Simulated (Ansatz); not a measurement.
A series of calculations on SiH4O3 and related structures

**1. Relaxation**

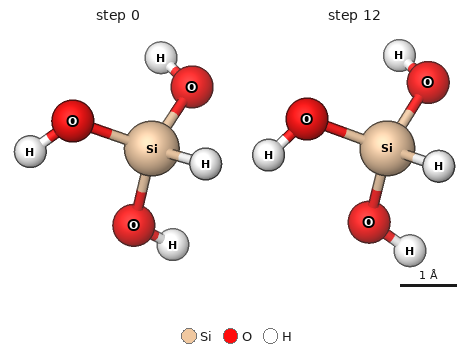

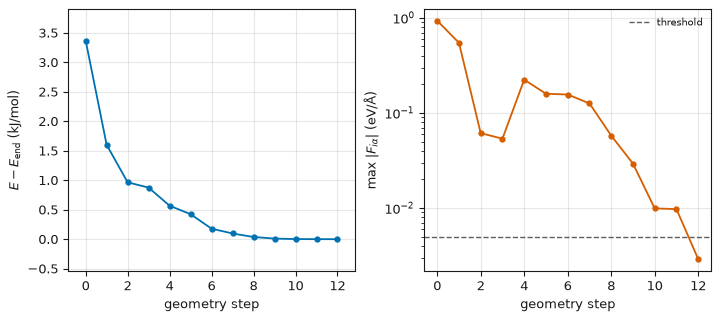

First and last geometry of a relaxation of SiH4O3, with the history of the run. Style: ball-and-stick. Shown at a tilt.

It is one of the separated products of a reaction.

These are results of RKS PBE0-D4/def2-TZVP (Ansatz 0.2.0), not measurements.

The input:
```yaml
crystal:
  periodic: [false, false, false]
  atoms:
    - {symbol: Si, position_ang: [0.083463, -0.546677, -0.993364]}
    - {symbol: O, position_ang: [-1.242385, -0.768478, -1.921743]}
    - {symbol: O, position_ang: [-0.186806, -1.031157, 0.574471]}
    - {symbol: O, position_ang: [0.522276, 1.006423, -0.889948]}
    - {symbol: H, position_ang: [1.114750, -1.398406, -1.612206]}
    - {symbol: H, position_ang: [-1.925779, -0.097098, -1.876877]}
    - {symbol: H, position_ang: [-0.613232, -1.880759, 0.696416]}
    - {symbol: H, position_ang: [0.559592, 1.385757, 0.008297]}
basis:
  gaussian: {orbitals: def2-TZVP}
hamiltonian: {xc: pbe0, dispersion: d4}
relax: {f_tol: 0.005, max_steps: 200}
```

Command:
```bash
ansatz run in.yaml --threads 8 --pin off --events-out ev --progress --plain --max-ram 19148MiB
```

Q: Did the run converge, and what did it change?

A: It converged. The atom that moves furthest after the best rigid fit is H8 (0.19 Å). By element the largest moves are H 0.19 Å, O 0.12 Å, Si 0.07 Å. Some distances before and after: Si1–O3 1.663 → 1.641 Å, O4–H8 0.976 → 0.958 Å, Si1–O4 1.617 → 1.633 Å. Among the angles between lasting bonds that change: O2–Si1–O4 112.8° → 109.0°, O2–Si1–O3 111.4° → 114.4°. Groups turn about Si1–O4 by about 25°. After 12 geometry steps the energy has fallen by 3.37 kJ/mol. Largest force component: 0.93 eV/Å at the start, 0.0029 eV/Å at the end.

```json
{"step": "0", "E − E(0), kJ/mol": "0.00", "largest force component, eV/Å": "0.9327"}
{"step": "1", "E − E(0), kJ/mol": "-1.77", "largest force component, eV/Å": "0.5462"}
{"step": "2", "E − E(0), kJ/mol": "-2.40", "largest force component, eV/Å": "0.0613"}
{"step": "3", "E − E(0), kJ/mol": "-2.49", "largest force component, eV/Å": "0.0536"}
{"step": "4", "E − E(0), kJ/mol": "-2.80", "largest force component, eV/Å": "0.2238"}
{"step": "5", "E − E(0), kJ/mol": "-2.95", "largest force component, eV/Å": "0.1590"}
{"step": "6", "E − E(0), kJ/mol": "-3.19", "largest force component, eV/Å": "0.1561"}
{"step": "7", "E − E(0), kJ/mol": "-3.27", "largest force component, eV/Å": "0.1260"}
{"step": "8", "E − E(0), kJ/mol": "-3.33", "largest force component, eV/Å": "0.0578"}
{"step": "9", "E − E(0), kJ/mol": "-3.36", "largest force component, eV/Å": "0.0294"}
{"step": "10", "E − E(0), kJ/mol": "-3.37", "largest force component, eV/Å": "0.0099"}
{"step": "11", "E − E(0), kJ/mol": "-3.37", "largest force component, eV/Å": "0.0097"}
{"step": "12", "E − E(0), kJ/mol": "-3.37", "largest force component, eV/Å": "0.0029"}
```

**2. Relaxation**

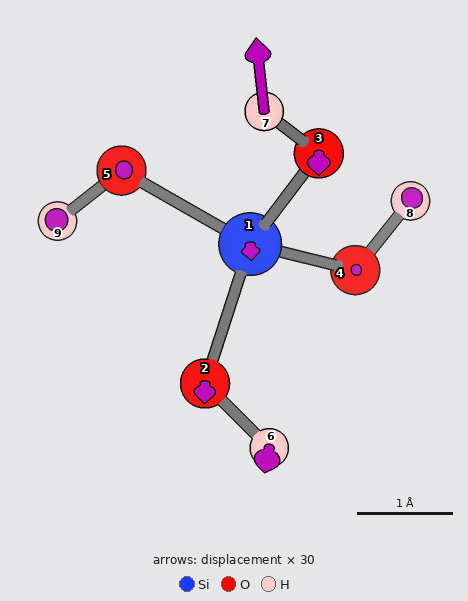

A relaxation of SiH4O4. The starting structure is drawn; purple arrows show the displacements, magnified 30 times. The two geometries are superimposed by the best rigid fit.

A ball-and-stick model, seen at a tilt.

It is one of the separated reactants of a reaction.

These are results of Ansatz 0.2.0, RKS PBE0-D4/def2-TZVP, not measurements.

Input file:
```yaml
crystal:
  periodic: [false, false, false]
  atoms:
    - {symbol: Si, position_ang: [-0.604902, -0.120926, 0.222220]}
    - {symbol: O, position_ang: [0.615498, 0.283773, 1.228739]}
    - {symbol: O, position_ang: [-0.251007, -1.254789, -0.894254]}
    - {symbol: O, position_ang: [-1.784763, -0.747030, 1.157281]}
    - {symbol: O, position_ang: [-0.990994, 1.235060, -0.596256]}
    - {symbol: H, position_ang: [0.772322, -0.304236, 1.968974]}
    - {symbol: H, position_ang: [0.250206, -0.963202, -1.657261]}
    - {symbol: H, position_ang: [-2.441991, -1.287557, 0.717021]}
    - {symbol: H, position_ang: [-0.954002, 2.058280, -0.107513]}
basis:
  gaussian: {orbitals: def2-TZVP}
hamiltonian: {xc: pbe0, dispersion: d4}
relax: {f_tol: 0.005, max_steps: 200}
```

Command:
```bash
ansatz run in.yaml --threads 8 --pin off --events-out ev --progress --plain --max-ram 19148MiB
```

> Describe the change and its energy.

Over 3 geometry steps the energy falls by 0.04 kJ/mol. Largest force component: 0.069 eV/Å at the start, 0.0048 eV/Å at the end. The largest move after the best rigid fit is that of H7, 0.034 Å. Largest moves by element: H 0.034 Å, O 0.011 Å, Si 0.007 Å. The run took 6 s on 8 threads of Arm Neoverse V1, on a shared host.

**3. Reaction**

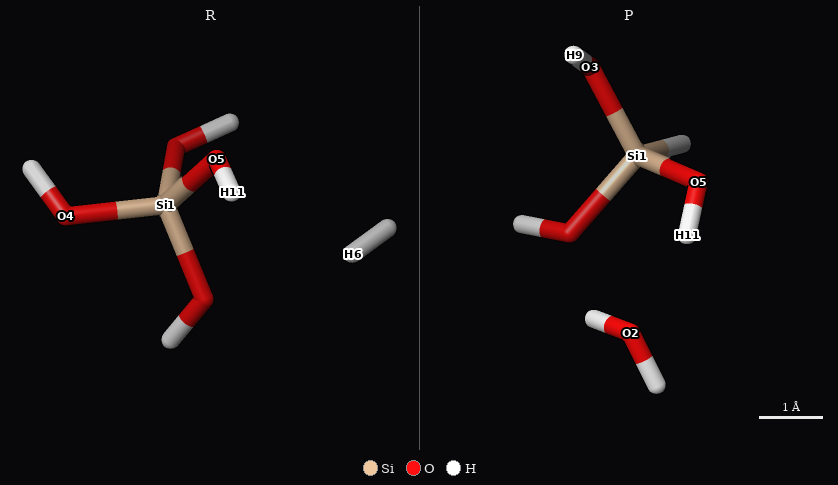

Reactant (R) and product (P) of one elementary step of SiH$_{6}$O$_{4}$. A stick model, seen from a free direction.

Stationary points at PBE0-D4/def2-TZVP, single-point energies with CCSD(T)/CBS (def2-TZVPP where no basis is named; Ansatz 0.2.0). The energies are electronic, without zero-point or thermal terms, and both ends are the minima reached downhill from the saddle, with any fragments still in contact. CCSD(T)/CBS stands for a frozen-core estimate: MP2 correlation extrapolated from def2-TZVPP and def2-QZVPP, CCSD(T) minus MP2 from the smaller set.

Question: Predict the saddle point between them and the barrier.

Answer: Counted by bonded pieces, R holds H₂ + SiH₄O₄ and P holds H₂O + SiH₄O₃. From R over the saddle to P, bonds form: H–Si (3.87 → 1.81 → 1.47 Å), H–O (2.72 → 1.09 → 0.96 Å). Bonds break: O–Si (1.63 → 1.82 → 3.45 Å), H–H (0.75 → 1.20 → 4.91 Å). The saddle has one imaginary mode, 1030i cm⁻¹. With CCSD(T)/CBS the barrier is 2.50 eV from R and 1.83 eV from P, and P lies 0.67 eV above R.

The saddle point in the same view, with dashed sticks for the bonds that form or break:

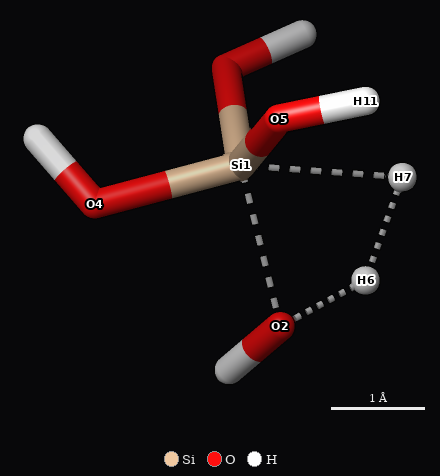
